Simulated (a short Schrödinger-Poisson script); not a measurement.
Stack: MOS inversion layer, Si3N4 on p-type Si(100), at 300 K.

| layer | material | thickness (nm) | Na (cm⁻³) |
|---|---|---|---|
| 1 | Si3N4 | 1.7 | - |
| 2 | Si | 1800 | 5.7e16 |

The device is made up for the run: typed textbook-type constants, with dimensions and the other settings drawn at random. Si3N4: permittivity 7.5, conduction-band edge (eV) 1.95, gap (eV) 5.1, electron mass (mₑ) 0.5. Si: permittivity 11.7, conduction-band edge (eV) 0, gap (eV) 1.124, Nv at 300 K (cm⁻³) 3.1e19.

Channel valleys (confinement mass, in-plane density-of-states mass, number): Δ2 0.916, 0.19, 2; Δ4 0.19, 0.417, 4. At the gate the conduction-band edge of layer 1 lies 1.9 eV − eVg above the Fermi level of the channel; the field vanishes at the back. Gaps are held at their typed values at every temperature. Mesh 0.03 nm at interfaces.

Solved with a short Schrödinger-Poisson script written for these runs: 1D Poisson equation in equilibrium, electrons quantum, Hartree (BenDaniel-Duke, 12 states a valley, the channel's in-plane mass for all, wave functions free to enter the dielectric), parabolic valleys, classical holes, full ionisation, no traps, pinning or gate leakage.

Only gate voltages with over 1e8 electrons/cm² are shown.

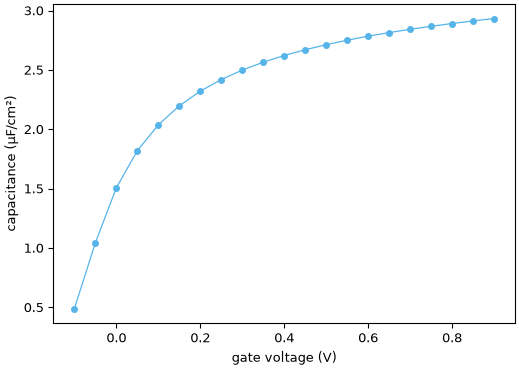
Fig. 1. Quasi-static capacitance against gate voltage

| Vg (V) | electrons (cm⁻²) | C (μF/cm²) | Δ2 E0 (meV) | Δ2 E1 (meV) | Δ4 E0 (meV) | Δ4 E1 (meV) |
|---|---|---|---|---|---|---|
| -0.1 | 9.11e10 | 0.490 | 130.0 | 162.6 | 155.1 | 208.6 |
| 0 | 7.08e11 | 1.51 | 72.6 | 111.8 | 102.4 | 161.6 |
| 0.1 | 1.83e12 | 2.04 | 42.5 | 90.8 | 78.7 | 144.4 |
| 0.2 | 3.19e12 | 2.32 | 22.8 | 80.0 | 65.0 | 136.5 |
| 0.3 | 4.70e12 | 2.50 | 8.0 | 73.4 | 55.6 | 132.1 |
| 0.4 | 6.30e12 | 2.62 | -4.1 | 68.9 | 48.3 | 129.4 |
| 0.5 | 7.96e12 | 2.71 | -14.6 | 65.6 | 42.2 | 127.5 |
| 0.6 | 9.68e12 | 2.78 | -24.0 | 63.1 | 36.9 | 126.2 |
| 0.7 | 1.14e13 | 2.84 | -32.6 | 61.1 | 32.1 | 125.2 |
| 0.8 | 1.32e13 | 2.89 | -40.6 | 59.5 | 27.6 | 124.5 |
| 0.9 | 1.50e13 | 2.93 | -48.2 | 58.3 | 23.5 | 124.0 |

Subbands count from the Fermi level.
